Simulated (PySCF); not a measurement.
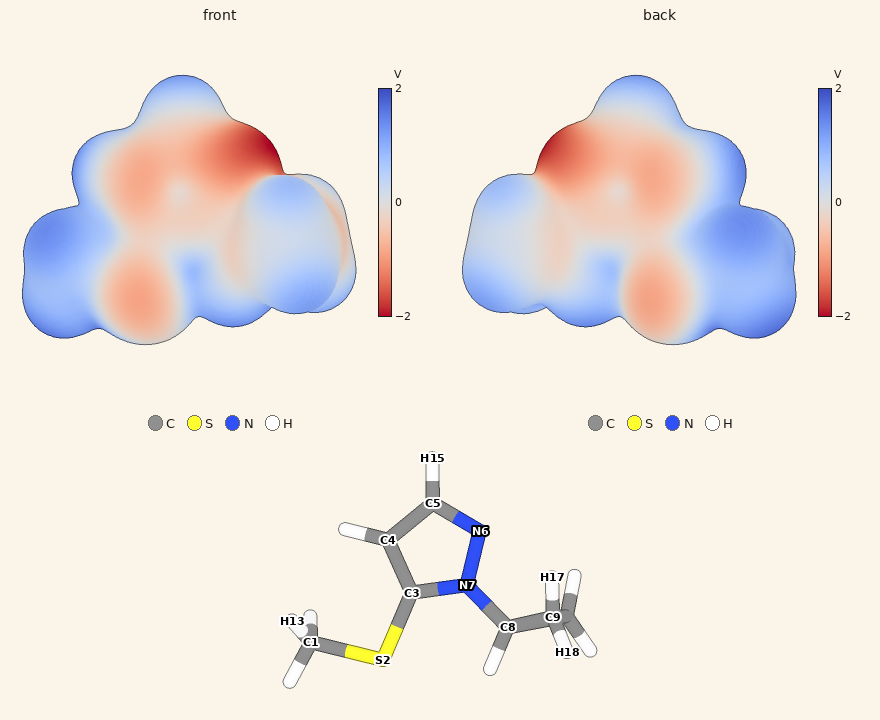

The picture shows: C₇H₁₀N₂S (SMILES CSc1ccnn1C1CC1). The electrostatic potential painted on the density surface at 0.004 e/bohr³, seen from the front and from behind; the colour scale runs from red (negative) to blue (positive). The bare structure is drawn below in the same view.

Geometry: GFN2-xTB.

Method: PBE0/pcSseg-1, SCF density, gas phase, non-relativistic (PySCF 2.14.0).

```json
{"atom": "C", "x (Å)": "3.3765", "y (Å)": "-0.7335", "z (Å)": "-0.5320"}
{"atom": "S", "x (Å)": "1.6438", "y (Å)": "-1.2608", "z (Å)": "-0.6224"}
{"atom": "C", "x (Å)": "0.8525", "y (Å)": "0.1801", "z (Å)": "-0.0182"}
{"atom": "C", "x (Å)": "1.3500", "y (Å)": "1.4054", "z (Å)": "0.3876"}
{"atom": "C", "x (Å)": "0.2133", "y (Å)": "2.1269", "z (Å)": "0.7649"}
{"atom": "N", "x (Å)": "-0.8836", "y (Å)": "1.4130", "z (Å)": "0.6037"}
{"atom": "N", "x (Å)": "-0.4908", "y (Å)": "0.2323", "z (Å)": "0.1287"}
{"atom": "C", "x (Å)": "-1.4265", "y (Å)": "-0.7932", "z (Å)": "-0.1708"}
{"atom": "C", "x (Å)": "-2.7639", "y (Å)": "-0.4032", "z (Å)": "-0.7268"}
{"atom": "C", "x (Å)": "-2.6569", "y (Å)": "-0.9113", "z (Å)": "0.6780"}
{"atom": "H", "x (Å)": "3.6157", "y (Å)": "-0.4499", "z (Å)": "0.4883"}
{"atom": "H", "x (Å)": "3.9704", "y (Å)": "-1.5919", "z (Å)": "-0.8297"}
{"atom": "H", "x (Å)": "3.5417", "y (Å)": "0.0927", "z (Å)": "-1.2171"}
{"atom": "H", "x (Å)": "2.3676", "y (Å)": "1.7343", "z (Å)": "0.4078"}
{"atom": "H", "x (Å)": "0.1582", "y (Å)": "3.1283", "z (Å)": "1.1429"}
{"atom": "H", "x (Å)": "-0.9363", "y (Å)": "-1.6884", "z (Å)": "-0.5315"}
{"atom": "H", "x (Å)": "-2.9428", "y (Å)": "0.6523", "z (Å)": "-0.8560"}
{"atom": "H", "x (Å)": "-3.2062", "y (Å)": "-1.0336", "z (Å)": "-1.4821"}
{"atom": "H", "x (Å)": "-2.7638", "y (Å)": "-0.1899", "z (Å)": "1.4724"}
{"atom": "H", "x (Å)": "-3.0241", "y (Å)": "-1.8988", "z (Å)": "0.9095"}
```

> Describe the electrostatic potential map.

The most negative region (about −1.9 V) lies over N6, the most positive (about +1.6 V) over H12. N6 is the likeliest acceptor of a hydrogen bond.

> How polar is the molecule by this calculation?

Its dipole moment is 2.21 D.
